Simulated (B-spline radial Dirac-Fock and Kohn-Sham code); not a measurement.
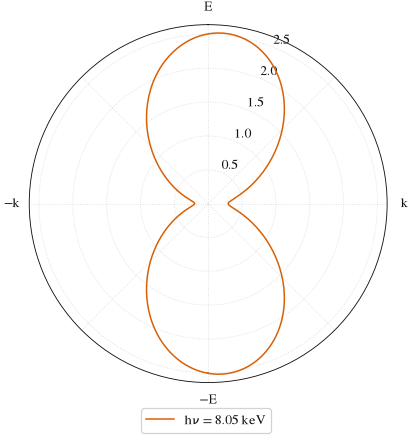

Angular distribution of photoelectrons from L3 (2p3/2) in the plane of the polarisation E (up) and the photon direction k (right), relative to an isotropic one. The figure is for the lanthanum atom. Method: a Dirac–Hartree–Slater potential; 1 + βP₂(cos θ) + (δ + γ cos²θ) sin θ cos φ with E1 and E1–E2 terms (computed with a B-spline radial atomic code). Open shells are averaged over j.

### Is the pattern at 8.05 keV symmetric between forward and backward?

No: 45° forward of E it is 1.3 times the value 45° backward, from the non-dipole terms.

### What are β, γ and δ at 8.05 keV?

β = 1.506, γ = 0.384, δ = 0.048.
